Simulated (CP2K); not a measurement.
# BGeH4F (SMILES [BH2][GeH2][F]): PM3

What is the energy change on altering one bond length of BGeH4F at PM3? 

The calculation is run with CP2K 2026.2.

6 further runs of the same task are left out: 1 that didn't finish, 5 set aside as unsound or not needed.

### 1 The structure to begin with

BGeH4F: 7 atoms, total charge 0, spin state singlet. SMILES: `[BH2][GeH2][F]`. The shape comes from GFN2-xTB, which is rough for such elements, and wasn't checked as a minimum.

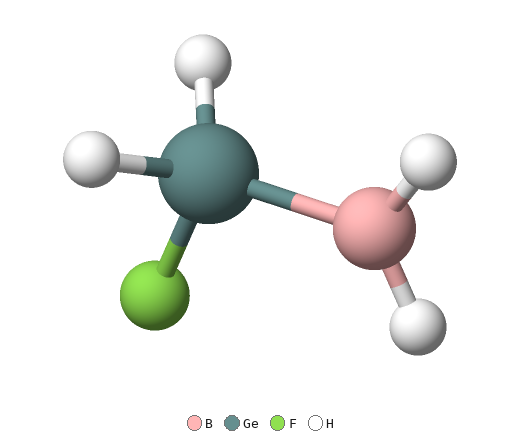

Viewed from a chosen angle; boron pink, germanium teal, fluorine green, hydrogen white.

### 2 A single-point energy at PM3

Input file gas.inp:

```
&GLOBAL
  PROJECT gas
  RUN_TYPE ENERGY
  PRINT_LEVEL MEDIUM
&END GLOBAL

&FORCE_EVAL
  METHOD Quickstep
  &DFT
    CHARGE 0
    MULTIPLICITY 1
    &QS
      METHOD PM3
      EPS_DEFAULT 1.0E-10
      &SE
        &COULOMB
          CUTOFF [angstrom] 50
          RC_RANGE [angstrom] 0
        &END COULOMB
        &EXCHANGE
          CUTOFF [angstrom] 50
          RC_RANGE [angstrom] 0
        &END EXCHANGE
      &END SE
    &END QS
    # no periodic images
    &POISSON
      PERIODIC NONE
      POISSON_SOLVER ANALYTIC
    &END POISSON
    &SCF
      SCF_GUESS ATOMIC
      EPS_SCF 1.0E-07
      MAX_SCF 100
      ADDED_MOS 4
      &DIAGONALIZATION
        ALGORITHM STANDARD
      &END DIAGONALIZATION
      &MIXING
        METHOD DIRECT_P_MIXING
        ALPHA 0.4
      &END MIXING
    &END SCF
    &PRINT
      &MOMENTS
        PERIODIC F
        REFERENCE COM
        MAX_MOMENT 1
      &END MOMENTS
      &MO ON
        ENERGIES T
        OCCUPATION_NUMBERS T
        NDIGITS 6
        &EACH
          QS_SCF 0
        &END EACH
        ADD_LAST NUMERIC
      &END MO
      &HIRSHFELD OFF
      &END HIRSHFELD
    &END PRINT
  &END DFT
  &SUBSYS
    &CELL
      ABC [angstrom] 13.7 13 13
      PERIODIC NONE
    &END CELL
    &COORD
      B     -1.005080     0.254210    -0.751900
      Ge     0.603730     0.000010     0.420990
      F      0.712930    -1.713090     0.845940
      H     -1.671870    -0.653590    -1.046640
      H     -1.283020     1.313540    -1.146960
      H      0.647440     0.596400     1.809030
      H      1.995870     0.202530    -0.130470
    &END COORD
    &TOPOLOGY
      &CENTER_COORDINATES
      &END CENTER_COORDINATES
    &END TOPOLOGY
  &END SUBSYS
&END FORCE_EVAL
```

Launch:

```bash
OMP_NUM_THREADS=1 cp2k.psmp -i gas.inp -o gas.out
```

The program printed:

```text
CP2K| version string:                                       CP2K version 2026.2
[...]
 GLOBAL| Method name                                                        CP2K
[...]
 GLOBAL| Run type                                                         ENERGY
[...]
                             - Atoms:                                          7
[...]
                             - Spherical basis functions:                     16
[...]
 Number of electrons:                                                         18
[...]
     1 P_Mix/Diag. 0.40E+00    0.0     0.72439148       -20.9397336405 -2.09E+01
[...]
    27 DIIS/Diag.  0.55E-07    0.0     0.00000005       -23.7557559355 -3.55E-14
  *** SCF run converged in    27 steps ***
  Core-core repulsion energy [eV]:                            623.17634288973181
  Core Hamiltonian energy [eV]:                             -1069.27659373143683
  Two-electron integral energy [eV]:                         -400.65348544394135
  Electronic energy [eV]:                                   -1269.60333645340734
  Total energy [eV]:                                         -646.42699356367564
  Atomic reference energy [eV]:                               645.55805548545629
  Heat of formation [kcal/mol]:                               -20.03818970335737
[...]
 SE_DIPOLE| Moment [Debye]          0.96387150      -2.28621010       1.13880317
 SE_DIPOLE| Derivative [a.u.]       0.00000000       0.00000000       0.00000000
 ENERGY| Total FORCE_EVAL ( QS ) energy [hartree]            -23.755755935504393
[...]
```

Run time: 0.46 s. Hardware: 1 thread of Arm Neoverse N1, shared host; peak memory 0.14 GiB.

### 3 The distorted shape at the same level

Input file job.inp:

```
&GLOBAL
 PROJECT job
 RUN_TYPE ENERGY
 PRINT_LEVEL MEDIUM
&END

&FORCE_EVAL
 METHOD QS
 &DFT
  &QS
   METHOD PM3
   EPS_DEFAULT 1.0E-10
   &SE
    &COULOMB
     CUTOFF [angstrom] 50
     RC_RANGE [angstrom] 0
    &END
    &EXCHANGE
     CUTOFF [angstrom] 50
     RC_RANGE [angstrom] 0
    &END
   &END
  &END
  &POISSON
   PERIODIC NONE
   POISSON_SOLVER ANALYTIC
  &END
  &SCF
   SCF_GUESS ATOMIC
   EPS_SCF 1.0E-07
   MAX_SCF 100
   ADDED_MOS 4
   &DIAGONALIZATION
    ALGORITHM STANDARD
   &END
   &MIXING
    METHOD DIRECT_P_MIXING
    ALPHA 0.4
   &END
  &END
  &PRINT
   &MOMENTS
    PERIODIC F
    REFERENCE COM
    MAX_MOMENT 1
   &END
   &MO ON
    ENERGIES T
    OCCUPATION_NUMBERS T
    NDIGITS 6
    &EACH
     QS_SCF 0
    &END
    ADD_LAST NUMERIC
   &END
   &HIRSHFELD OFF
   &END
  &END
 &END
 &SUBSYS
  &CELL
   ABC 13.7 12.9 13
   PERIODIC NONE
  &END
  &COORD
   B     -0.994163     0.082944    -0.709416
   Ge     0.614647    -0.171256     0.463474
   F      0.712930    -1.713090     0.845940
   H     -1.660953    -0.824856    -1.004156
   H     -1.272103     1.142274    -1.104476
   H      0.658357     0.425134     1.851514
   H      2.006787     0.031264    -0.087986
  &END
  &TOPOLOGY
   &CENTER_COORDINATES
   &END
  &END
 &END
&END
```

Launch:

```bash
OMP_NUM_THREADS=1 cp2k.psmp -i job.inp -o job.out
```

The program printed:

```text
CP2K| version string:                                       CP2K version 2026.2
[...]
 GLOBAL| Method name                                                        CP2K
[...]
 GLOBAL| Run type                                                         ENERGY
[...]
                             - Atoms:                                          7
[...]
                             - Spherical basis functions:                     16
[...]
 Number of electrons:                                                         18
[...]
     1 P_Mix/Diag. 0.40E+00    0.0     0.71284451       -20.8438502396 -2.08E+01
[...]
    26 DIIS/Diag.  0.48E-07    0.0     0.00000009       -23.7368902250 -5.33E-14
  *** SCF run converged in    26 steps ***
  Core-core repulsion energy [eV]:                            640.64197818489924
  Core Hamiltonian energy [eV]:                             -1067.95151752554079
  Two-electron integral energy [eV]:                         -437.20818426461170
  Electronic energy [eV]:                                   -1286.55560965784662
  Total energy [eV]:                                         -645.91363147294749
  Atomic reference energy [eV]:                               645.55805548545629
  Heat of formation [kcal/mol]:                                -8.19977771708184
[...]
 SE_DIPOLE| Moment [Debye]          0.84653463      -1.72042790       0.94142419
 SE_DIPOLE| Derivative [a.u.]       0.00000000       0.00000000       0.00000000
 ENERGY| Total FORCE_EVAL ( QS ) energy [hartree]            -23.736890224982858
[...]
```

Wall time 0.46 s (1 thread of Arm Neoverse N1, shared host); peak memory 0.14 GiB.

### 4 What came out

Level: PM3.

| quantity | value |
| --- | --- |
| first shape: total energy | -23.75576 Eh |
| first shape: dipole moment | 2.73 D |
| first shape: HOMO energy | -10.59 eV |
| first shape: LUMO energy | -0.15 eV |
| first shape: HOMO–LUMO gap | 10.44 eV |
| first shape: heat of formation | -20.0 kcal/mol |
| distorted shape: total energy | -23.73689 Eh |
| distorted shape: dipole moment | 2.14 D |
| distorted shape: HOMO energy | -10.40 eV |
| distorted shape: LUMO energy | -0.07 eV |
| distorted shape: HOMO–LUMO gap | 10.33 eV |
| distorted shape: heat of formation | -8.2 kcal/mol |
| energy change with the Ge2–F3 bond shortened from 1.768 to 1.592 Å | 0.513 eV |

In words: With the Ge2–F3 bond shortened from 1.768 to 1.592 Å the energy rises by 0.51 eV (49.5 kJ/mol). The first shape isn't relaxed at this level, so the change isn't measured from a minimum.
